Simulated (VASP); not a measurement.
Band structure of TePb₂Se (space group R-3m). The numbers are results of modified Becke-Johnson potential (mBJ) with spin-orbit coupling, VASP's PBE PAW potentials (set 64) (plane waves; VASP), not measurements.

mBJ is a potential without an energy functional, so only the levels count.

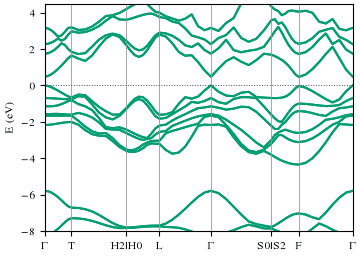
Fig. 1. Bands along high-symmetry lines, zero at the valence-band maximum or, without a gap, the Fermi level

Question: Read the plot: is there a gap, and where are the band edges?

Answer: The gap is indirect, 0.46 eV, from the valence maximum at Γ to the conduction minimum at F.

The structure comes from a computed database's TePb2Se entry (R-3m); how it stands against other phases isn't given here. It was relaxed first. The cell's shape comes from a PBE relaxation.
